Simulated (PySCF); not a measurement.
SMILES [OH][GeH]([Cl])[Cl] (H2Cl2GeO) at its PBE0/def2-SVP optimised geometry (Å):

```
6

Ge    -0.7769    -0.7389     0.0000
O     -1.3708     0.9110     0.0000
Cl     1.3708    -0.7389     0.0000
Cl    -1.3950    -1.7341    -1.7998
H     -1.3311    -1.4331     1.2360
H     -1.0732     1.4331    -0.7546
```

Calculation: PBE0/def2-TZVP in PySCF 2.14.0.

Map of the electrostatic potential (hartree/e), clipped to [-0.08, 0.12] on the plane z = 0.6 Å:

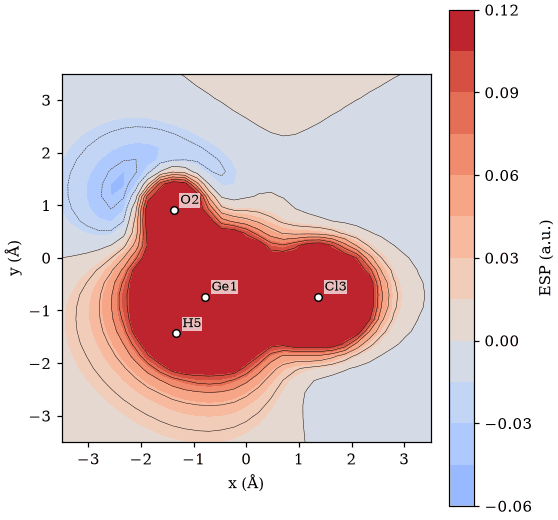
Electrostatic potential (hartree/e), clipped to [-0.08, 0.12] on the plane z = 0.6 Å.
